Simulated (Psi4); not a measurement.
**C2H3In (SMILES C#[C][InH2]): r2SCAN/def2-SVPD (core potential)**

What is the vertical electron affinity of C2H3In at r2SCAN/def2-SVPD (core potential)? 

Program for the calculation: Psi4 1.11.

1 further run of the same task is left out (set aside as unsound or not needed). Runs told in other sessions of the task aren't counted.

### Step 1. The molecule

C2H3In has 6 atoms, charge 0, and is taken as a singlet. SMILES: `C#[C][InH2]`. The coordinates come from a PBE0-D4/def2-TZVP relaxation.

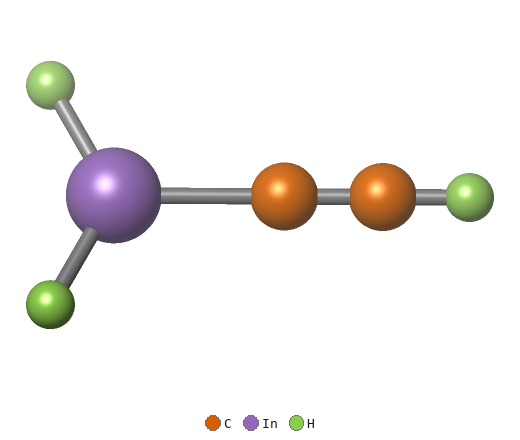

Viewed from a chosen angle; carbon orange, indium purple, hydrogen green.

### Step 2. Energy and gradient at r2SCAN/def2-SVPD (core potential)

File input.inp:

```
memory 2200 mb

molecule {
  0 1
  C     -0.186600    -1.928000     0.015100
  C     -0.070400    -0.723400     0.005900
  In     0.131900     1.363900    -0.010600
  H     -0.289000    -2.989600     0.023300
  H      0.673500     2.081500    -1.468800
  H     -0.259400     2.195500     1.435000
  symmetry c1
  no_reorient
  no_com
}

set basis def2-SVPD
set reference rks
set puream true
set e_convergence 1e-09
set d_convergence 1e-08
set scf_type pk
set dft_radial_points 99
set dft_spherical_points 590

e_tot, wfn = gradient('r2scan', return_wfn=True)
```

Run with:

```bash
$ psi4 -i input.inp -o input.out -n 1
```

input.out:

```text
[...]
    !!!  WARNING: ECP capability is in beta. Please check occupations closely.  !!!
[...]
  Running in c1 symmetry.
[...]
  Nuclear repulsion =   91.358346393140678
[...]
  Multiplicity = 1
[...]
  Nalpha       = 18
  Nbeta        = 18
[...]
    Number of basis functions: 96
[...]
   @RKS iter   1:  -267.59853656607174   -7.93919e-01   8.49017e-03 DIIS/ADIIS
[...]
   @RKS iter  11:  -268.00211505194466   -1.29035e-11   3.89029e-09 DIIS
[...]
    Orbital Energies [Eh]
    ---------------------
    Doubly Occupied:
       1A    -10.049961     2A    -10.039018     3A     -4.628691
       4A     -3.039210     5A     -3.026575     6A     -3.025581
       7A     -0.735695     8A     -0.727542     9A     -0.725698
      10A     -0.724279    11A     -0.722079    12A     -0.690984
      13A     -0.502483    14A     -0.422152    15A     -0.307126
      16A     -0.288294    17A     -0.264459    18A     -0.251983
[...]
  @RKS Final Energy:  -268.00211505194466
   => Energetics <=
    Nuclear Repulsion Energy =             91.3583463931406783
    One-Electron Energy =                -620.1158296777101668
    Two-Electron Energy =                 289.3305369283555137
    DFT Exchange-Correlation Energy =     -28.5751686957306887
    Empirical Dispersion Energy =           0.0000000000000000
    VV10 Nonlocal Energy =                  0.0000000000000000
    Total Energy =                       -268.0021150519446564
[...]
 Multipole Moments:
 ------------------------------------------------------------------------------------
     Multipole            Electronic (a.u.)      Nuclear  (a.u.)        Total (a.u.)
 ------------------------------------------------------------------------------------
 L = 1.  Multiply by 2.5417464519 to convert [e a0] to [Debye]
 Dipole X            :         -2.5488358            2.5567994            0.0079637
 Dipole Y            :        -26.4148265           26.4956610            0.0808346
 Dipole Z            :          0.2018667           -0.2023897           -0.0005230
 Magnitude           :                                                    0.0812276
[...]
  -Total Gradient:
     Atom            X                  Y                   Z
    ------   -----------------  -----------------  -----------------
       1        0.002241915280     0.023233648194    -0.000182506418
       2       -0.002507701541    -0.025963712333     0.000198278400
       3       -0.000317001347    -0.003255912215     0.000039227080
       4        0.000636394737     0.006571087324    -0.000049375246
       5       -0.000264229507    -0.000257963460     0.000737786313
       6        0.000211803756    -0.000314449305    -0.000743454516
[...]
```

It took 71 s on 1 thread of Intel Xeon Platinum 8375C at 2.90GHz (Ice Lake), shared host; peak memory 1.1 GiB.

### Step 3. The doublet anion: the energy at U-r2SCAN/def2-SVPD (core potential)

File c2h3in.py:

```python
import psi4

psi4.set_memory('2200 MB')
psi4.set_num_threads(1)
psi4.core.set_output_file('psi4.out', False)

molecule = psi4.geometry("""
-1 2
C     -0.186600    -1.928000     0.015100
C     -0.070400    -0.723400     0.005900
In     0.131900     1.363900    -0.010600
H     -0.289000    -2.989600     0.023300
H      0.673500     2.081500    -1.468800
H     -0.259400     2.195500     1.435000
units angstrom
symmetry c1
""")

options = {'basis': 'def2-SVPD', 'reference': 'uks', 'puream': True, 'e_convergence': 1e-09, 'd_convergence': 1e-08, 'scf_type': 'pk', 'dft_radial_points': 99, 'dft_spherical_points': 590, 'maxiter': 100}
psi4.set_options(options)

e_tot, wfn = psi4.energy("r2scan", return_wfn=True)
print(f'total energy {e_tot:.8f} hartree = {e_tot * 27.211386:.5f} eV')
```

Run with:

```bash
$ python c2h3in.py
```

psi4.out:

```text
[...]
    !!!  WARNING: ECP capability is in beta. Please check occupations closely.  !!!
[...]
  Running in c1 symmetry.
[...]
  Nuclear repulsion =   91.358346393140707
[...]
  Multiplicity = 2
[...]
  Nalpha       = 19
  Nbeta        = 18
[...]
    Number of basis functions: 96
[...]
   @UKS iter   1:  -267.44169166435375   -5.98891e-01   9.61628e-03 DIIS/ADIIS
[...]
   @UKS iter  15:  -268.02137633153484   -9.37916e-12   5.63956e-09 DIIS
[...]
   @S^2 Observed:                7.592038354E-01
[...]
    Orbital Energies [Eh]
    ---------------------
    Alpha Occupied:
       1A     -9.868955     2A     -9.866655     3A     -4.406524
       4A     -2.810089     5A     -2.807188     6A     -2.806473
       7A     -0.530226     8A     -0.506642     9A     -0.505682
      10A     -0.502279    11A     -0.501078    12A     -0.499711
      13A     -0.337222    14A     -0.230179    15A     -0.116096
      16A     -0.103553    17A     -0.094161    18A     -0.073954
      19A      0.059945
    Alpha Virtual:
      20A      0.140331    21A      0.151896    22A      0.168033
      23A      0.175929    24A      0.181369    25A      0.185838
[...]
  @UKS Final Energy:  -268.02137633153484
   => Energetics <=
    Nuclear Repulsion Energy =             91.3583463931407067
    One-Electron Energy =                -627.3493419780583054
    Two-Electron Energy =                 296.7271305176582246
    DFT Exchange-Correlation Energy =     -28.7575112642754220
    Empirical Dispersion Energy =           0.0000000000000000
    VV10 Nonlocal Energy =                  0.0000000000000000
    Total Energy =                       -268.0213763315348388
  UHF NO Occupations:
  HONO-2 :   17  A 1.9987042
  HONO-1 :   18  A 1.9976499
[...]
 Multipole Moments:
 ------------------------------------------------------------------------------------
     Multipole            Electronic (a.u.)      Nuclear  (a.u.)        Total (a.u.)
 ------------------------------------------------------------------------------------
 L = 1.  Multiply by 2.5417464519 to convert [e a0] to [Debye]
 Dipole X            :          3.2803417           -3.2900290           -0.0096873
 Dipole Y            :         33.8929376          -33.9949526           -0.1020149
 Dipole Z            :         -0.2647325            0.2657071            0.0009746
 Magnitude           :                                                    0.1024785
[...]
```

On the terminal:

```text
total energy -268.02137633 hartree = -7293.23313 eV
```

It took 2 min on 1 thread of Intel Xeon Platinum 8375C at 2.90GHz (Ice Lake), shared host; peak memory 1.1 GiB.

### Step 4. What came out

Level: r2SCAN/def2-SVPD (core potential).

```
                                         quantity          value
                     singlet C2H3In: total energy  -268.00212 Eh
                    singlet C2H3In: dipole moment         0.21 D
                      singlet C2H3In: HOMO energy       -6.86 eV
                      singlet C2H3In: LUMO energy       -2.49 eV
                    singlet C2H3In: HOMO–LUMO gap        4.37 eV
         singlet C2H3In: largest force on an atom     1.341 eV/Å
                      doublet anion: total energy  -268.02138 Eh
doublet anion: HOMO energy (highest over α and β)        1.63 eV
 doublet anion: LUMO energy (lowest over α and β)        3.15 eV
                              doublet anion: ⟨S²⟩          0.759
vertical electron affinity (to the doublet anion)       0.524 eV
```

At fixed nuclei the extra electron is bound by 0.52 eV (50.6 kJ/mol). The largest force (singlet C2H3In) is 1.34 eV/Å: the shape isn't a stationary point for this species at this level. With no_com the log's rotational constants are taken about the origin, not the centre of mass, so they aren't the molecule's. The HOMO (doublet anion) lies at positive energy, 1.63 eV, from the functional's self-interaction, a short basis or an electron that isn't bound; only total energies against the neutral tell.
